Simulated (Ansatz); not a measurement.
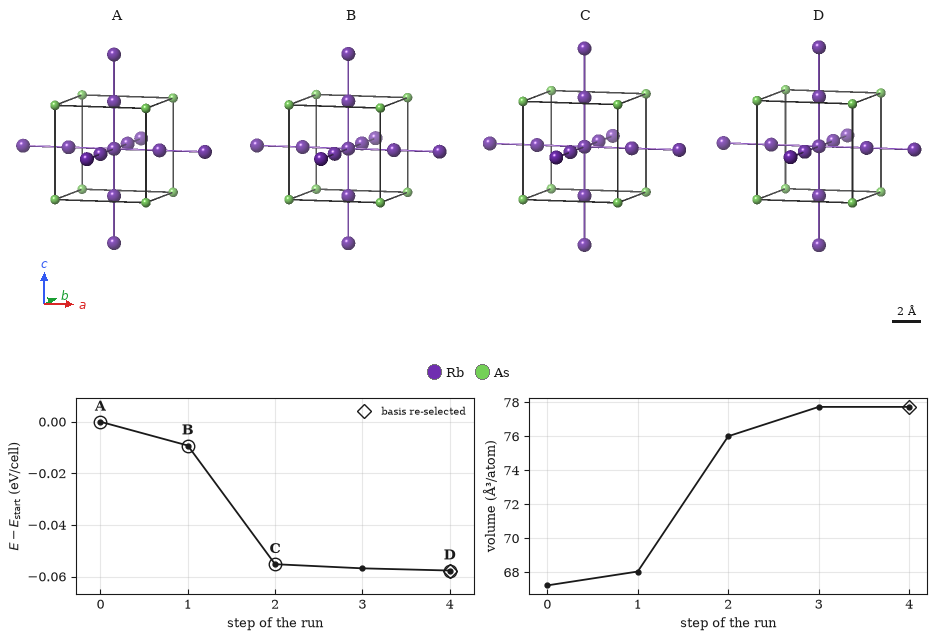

Frames of a relaxation of solid Rb4As (a generated structure, set up in Pm-3m), marked on the history of the run. A ball-and-stick model of the cell of the calculation, seen slightly off an axis.

Theory: Ansatz, DFT PBE, scalar-relativistic, plane waves, PAW. Set-up: plane-wave cutoff 420 eV; k-point mesh 6 × 6 × 6; occupations gaussian; smearing width 0.1 eV; no spin polarisation; cell and atoms relaxed; force threshold 0.01 eV/Å; at most 80 steps.

### Describe the path.

Over 3 accepted moves (4 points after the start) the energy falls by 57.6 meV per cell of the calculation. All forces vanish by symmetry, so only the cell relaxes. The pressure goes from 0.38 to 0.01 GPa. At 1 point the geometry stayed and the basis and grid were re-selected for the new cell (energy shift of 0.9 meV per cell of the calculation at most each time). No atom moves by more than 0.005 Å relative to the cell. The volume changes by +15.6 %, with a = b = c 6.953 → 7.298 Å (+5.0 %). Among the contacts that change: Rb–Rb 3.477 → 3.649 Å. The space group stays Pm-3m (No. 221). Cost: 54 s on 1 thread of Arm Neoverse V2, with other jobs on the host, peak memory 0.58 GiB. From step 0 to 1: volume +1.2 %, energy −9.2 meV per cell of the calculation. From step 1 to 2: volume +11.7 %, energy −46.0 meV per cell of the calculation. From step 2 to 4: volume +2.3 %, energy −2.5 meV per cell of the calculation.

```tsv
step	E − E(0), meV/atom	pressure, GPa	volume, Å³/atom	note
0	0.00	0.38	67.230	
1	-1.84	0.34	68.046	
2	-11.04	0.05	76.010	
3	-11.36	0.01	77.738	
4	-11.53	0.01	77.738	same geometry, new basis
```
